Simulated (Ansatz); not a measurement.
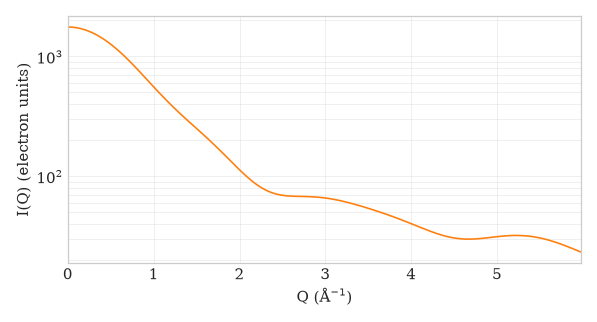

Elastic X-ray scattering of a randomly oriented, rigid molecule, calculated with the Debye equation from neutral-atom form factors (independent atoms, no Compton part, no vibration). The geometry is the end point of an optimisation (RKS PBE-D4/STO-3G in Ansatz); it may be a saddle point or a higher isomer. It contains N, C, O, H.

> How many electrons does the independent-atom model of the molecule hold?

I(0) is the square of the electron number: I(0) = 1760, so about 42 electrons, the count of C2H8N2O.

> What radius of gyration does the initial fall-off give?

From I(Q) ≈ I(0) exp(−Q²R²/3) at small Q, R ≈ 2.03 Å. It is larger than the electron-weighted radius of the nuclear positions alone (1.89 Å), because each atom's electron cloud adds to it.
